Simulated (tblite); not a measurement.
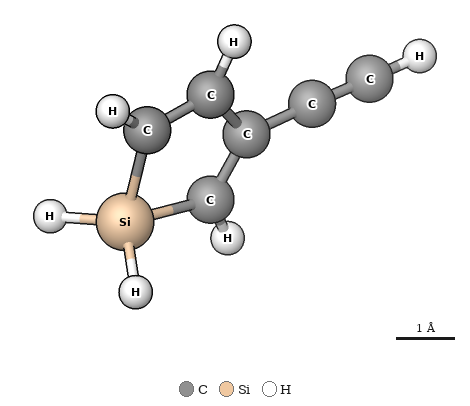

Figure 1. The input geometry (ball-and-stick view, seen at a tilt).

C6H6Si: geometry relaxation

C6H6Si, computed with GFN2-xTB geometry optimisation, gas phase (tblite 0.8.0).

**The input**
```
{"job": {"xc": "GFN2-xTB", "basis": "xTB", "kind": "relax"}, "charge": 0, "multiplicity": 1}
C      3.260400     0.219900    -0.186600
C      2.051100     0.142500    -0.128000
C      0.653900     0.034600    -0.035300
C     -0.013200    -1.127500    -0.092400
Si    -1.862800    -0.875500     0.056500
C     -1.527100     0.968100     0.160000
C     -0.199700     1.220800     0.095700
H      4.318500     0.301900    -0.241300
H      0.421400    -2.122900    -0.181000
H     -2.428300    -1.422400     1.311300
H     -2.581200    -1.240300    -1.198400
H     -2.319900     1.688200     0.266000
H      0.222400     2.213200     0.155800
```

The first line tells a small driver script what to run in tblite; the rest is the geometry in Å.

Hardware: 1 CPU thread, shared host.

Launched with:
```bash
OMP_NUM_THREADS=1 python <driver script> task.json out
```

**The program's output**
```
step      E/eV     max force
  0    -475.97443    1.395
  1    -475.98356    2.650
  2    -476.01445    1.174
  3    -476.02974    0.626
  4    -476.04173    0.333
  5    -476.06163    0.417
  6    -476.07048    0.316
  7    -476.07735    0.190
  8    -476.07962    0.111
  9    -476.08059    0.103
 10    -476.08107    0.070
 11    -476.08139    0.034
 12    -476.08139    0.034
 13    -476.08150    0.044
 14    -476.08164    0.096
 15    -476.08179    0.032
 16    -476.08189    0.052
 17    -476.08212    0.084
 18    -476.08230    0.052
 19    -476.08242    0.029
 20    -476.08250    0.037
 21    -476.08260    0.052
 22    -476.08269    0.038
 23    -476.08276    0.024
 24    -476.08284    0.027
 25    -476.08291    0.046
 26    -476.08300    0.043
 27    -476.08309    0.025
 28    -476.08318    0.026
 29    -476.08330    0.041
 30    -476.08345    0.052
 31    -476.08358    0.034
 32    -476.08365    0.023
 33    -476.08369    0.018
 34    -476.08373    0.028
 35    -476.08376    0.023
 36    -476.08378    0.010
 37    -476.08379    0.007
 38    -476.08380    0.007
 39    -476.08380    0.005
 40    -476.08380    0.003
```

**Trajectory as extended XYZ (Å, eV, eV/Å), 8 of the 12 frames kept, from step=0 to step=40**
```
13
Properties=species:S:1:pos:R:3:forces:R:3 step=0 energy=-475.97443
C     3.2604    0.2199   -0.1866   -0.7000   0.0020   0.0360
C     2.0511    0.1425   -0.1280    1.3840   0.1740   0.0070
C     0.6539    0.0346   -0.0353   -0.0660   0.1050  -0.1320
C    -0.0132   -1.1275   -0.0924   -0.1990  -1.1620   0.0340
Si   -1.8628   -0.8755    0.0565   -0.2720  -0.1330  -0.1740
C    -1.5271    0.9681    0.1600    0.5790   0.0780   0.0000
C    -0.1997    1.2208    0.0957   -1.1680   0.0280   0.1610
H     4.3185    0.3019   -0.2413   -0.5110  -0.0550   0.0110
H     0.4214   -2.1229   -0.1810    0.2850   0.5340  -0.0100
H    -2.4283   -1.4224    1.3113    0.0650   0.0680  -0.3290
H    -2.5812   -1.2403   -1.1984    0.1520   0.0450   0.4520
H    -2.3199    1.6882    0.2660    0.3220   0.3620  -0.0070
H     0.2224    2.2132    0.1558    0.1290  -0.0450  -0.0480
13
Properties=species:S:1:pos:R:3:forces:R:3 step=7 energy=-476.07735
C     3.2321    0.2281   -0.1848    0.0260   0.0130   0.0000
C     2.0340    0.1522   -0.1168   -0.0150  -0.0220  -0.0340
C     0.6294    0.0186   -0.0468    0.0100  -0.0600   0.1010
C    -0.0154   -1.1682   -0.0833    0.1080   0.0880  -0.0540
Si   -1.8634   -0.8778    0.0492    0.0150  -0.0090  -0.0050
C    -1.5399    0.9709    0.1656    0.0070   0.0840  -0.0010
C    -0.2264    1.2015    0.1031    0.0790   0.0670  -0.0500
H     4.2803    0.2979   -0.2415   -0.1100   0.0140   0.0110
H     0.5156   -2.0980   -0.1895    0.0390  -0.0300   0.0040
H    -2.4346   -1.4231    1.2698   -0.1000  -0.0880   0.1360
H    -2.5863   -1.2490   -1.1573   -0.1020  -0.0610  -0.1200
H    -2.2594    1.7661    0.2673    0.0170   0.0160   0.0130
H     0.2296    2.1814    0.1474    0.0260  -0.0120   0.0010
13
Properties=species:S:1:pos:R:3:forces:R:3 step=10 energy=-476.08107
C     3.2289    0.2295   -0.1845   -0.0100   0.0090   0.0030
C     2.0317    0.1510   -0.1183    0.0100  -0.0050   0.0040
C     0.6302    0.0179   -0.0405   -0.0050   0.0110   0.0000
C    -0.0106   -1.1682   -0.0867   -0.0480  -0.0240  -0.0070
Si   -1.8633   -0.8791    0.0490   -0.0430  -0.0280   0.0000
C    -1.5378    0.9753    0.1654    0.0190  -0.0260  -0.0100
C    -0.2234    1.2028    0.1002   -0.0040   0.0130   0.0110
H     4.2733    0.2992   -0.2409    0.0340   0.0230  -0.0040
H     0.5243   -2.0979   -0.1897    0.0030   0.0140   0.0030
H    -2.4420   -1.4293    1.2756   -0.0170  -0.0140  -0.0180
H    -2.5940   -1.2541   -1.1627   -0.0110  -0.0120   0.0220
H    -2.2549    1.7730    0.2685    0.0180  -0.0030   0.0010
H     0.2334    2.1802    0.1468    0.0550   0.0420  -0.0070
13
Properties=species:S:1:pos:R:3:forces:R:3 step=18 energy=-476.08230
C     3.2299    0.2338   -0.1834   -0.0520   0.0040   0.0030
C     2.0330    0.1468   -0.1165    0.0440   0.0040  -0.0070
C     0.6314    0.0166   -0.0407   -0.0310  -0.0060   0.0140
C    -0.0150   -1.1668   -0.0875   -0.0010  -0.0250  -0.0030
Si   -1.8684   -0.8792    0.0491    0.0110  -0.0070   0.0140
C    -1.5328    0.9747    0.1645    0.0110   0.0110   0.0020
C    -0.2183    1.2042    0.1010   -0.0150  -0.0010  -0.0080
H     4.2736    0.3090   -0.2416    0.0440   0.0190  -0.0010
H     0.5221   -2.0947   -0.1892   -0.0050  -0.0220  -0.0020
H    -2.4518   -1.4360    1.2712   -0.0030   0.0040  -0.0160
H    -2.6028   -1.2603   -1.1575   -0.0110  -0.0010   0.0010
H    -2.2498    1.7718    0.2684    0.0040   0.0160   0.0010
H     0.2444    2.1805    0.1445    0.0050   0.0020   0.0010
13
Properties=species:S:1:pos:R:3:forces:R:3 step=21 energy=-476.08260
C     3.2302    0.2372   -0.1828    0.0500   0.0120  -0.0030
C     2.0341    0.1446   -0.1161   -0.0380   0.0020   0.0010
C     0.6313    0.0147   -0.0396    0.0220  -0.0110  -0.0050
C    -0.0163   -1.1680   -0.0879    0.0020  -0.0150   0.0040
Si   -1.8692   -0.8787    0.0498   -0.0010   0.0030  -0.0110
C    -1.5303    0.9759    0.1648   -0.0170  -0.0040   0.0010
C    -0.2160    1.2042    0.1001    0.0010  -0.0080   0.0030
H     4.2753    0.3165   -0.2418   -0.0210   0.0110   0.0030
H     0.5200   -2.0965   -0.1893   -0.0050  -0.0230  -0.0020
H    -2.4575   -1.4390    1.2673    0.0020   0.0090   0.0010
H    -2.6087   -1.2633   -1.1541    0.0060   0.0130   0.0090
H    -2.2470    1.7735    0.2684    0.0040   0.0150   0.0000
H     0.2497    2.1794    0.1435   -0.0060  -0.0040  -0.0010
13
Properties=species:S:1:pos:R:3:forces:R:3 step=29 energy=-476.08330
C     3.2301    0.2514   -0.1821    0.0400   0.0070  -0.0030
C     2.0355    0.1403   -0.1161   -0.0300  -0.0200  -0.0070
C     0.6334    0.0032   -0.0412    0.0100  -0.0090   0.0190
C    -0.0190   -1.1770   -0.0867   -0.0060  -0.0050  -0.0080
Si   -1.8711   -0.8770    0.0500   -0.0130  -0.0120  -0.0100
C    -1.5260    0.9753    0.1644   -0.0080  -0.0050   0.0060
C    -0.2104    1.1946    0.1007   -0.0040   0.0160  -0.0200
H     4.2740    0.3441   -0.2401   -0.0170   0.0080   0.0030
H     0.5087   -2.1103   -0.1892    0.0070  -0.0110   0.0000
H    -2.4652   -1.4357    1.2642    0.0020   0.0030   0.0220
H    -2.6170   -1.2574   -1.1503    0.0080   0.0090  -0.0110
H    -2.2339    1.7806    0.2674   -0.0130   0.0000   0.0010
H     0.2565    2.1684    0.1411    0.0250   0.0190   0.0070
13
Properties=species:S:1:pos:R:3:forces:R:3 step=32 energy=-476.08365
C     3.2289    0.2605   -0.1819    0.0050  -0.0010   0.0010
C     2.0355    0.1342   -0.1175   -0.0030  -0.0140   0.0050
C     0.6336   -0.0043   -0.0398    0.0040  -0.0030  -0.0170
C    -0.0226   -1.1825   -0.0874    0.0040  -0.0040   0.0040
Si   -1.8741   -0.8783    0.0502   -0.0020   0.0090  -0.0050
C    -1.5227    0.9733    0.1645   -0.0060   0.0080  -0.0010
C    -0.2069    1.1903    0.0984    0.0000   0.0030   0.0110
H     4.2719    0.3621   -0.2383   -0.0110   0.0050  -0.0010
H     0.5023   -2.1176   -0.1885    0.0080  -0.0080  -0.0010
H    -2.4672   -1.4314    1.2686    0.0030   0.0030   0.0000
H    -2.6193   -1.2506   -1.1536    0.0070   0.0020   0.0050
H    -2.2272    1.7817    0.2666   -0.0230  -0.0020   0.0020
H     0.2634    2.1629    0.1410    0.0130   0.0020  -0.0030
13
Properties=species:S:1:pos:R:3:forces:R:3 step=40 energy=-476.08380
C     3.2277    0.2632   -0.1815    0.0010  -0.0010   0.0000
C     2.0350    0.1300   -0.1176   -0.0020   0.0020   0.0000
C     0.6332   -0.0074   -0.0411    0.0010   0.0000  -0.0010
C    -0.0236   -1.1852   -0.0873    0.0010   0.0000   0.0000
Si   -1.8744   -0.8769    0.0502   -0.0010  -0.0010  -0.0010
C    -1.5218    0.9744    0.1645   -0.0010  -0.0010   0.0000
C    -0.2055    1.1890    0.0986    0.0000   0.0000   0.0010
H     4.2700    0.3699   -0.2379   -0.0020   0.0000   0.0000
H     0.5010   -2.1207   -0.1884    0.0010  -0.0010   0.0000
H    -2.4672   -1.4287    1.2691   -0.0010   0.0010   0.0010
H    -2.6188   -1.2481   -1.1539    0.0000  -0.0010   0.0000
H    -2.2287    1.7810    0.2669    0.0000   0.0010   0.0010
H     0.2687    2.1600    0.1404    0.0020   0.0000  -0.0010
```

**Results in brief**

| quantity | value |
| --- | --- |
| outcome | converged |
| total energy | −476.0838 eV |
| peak memory | 0.2 GiB |
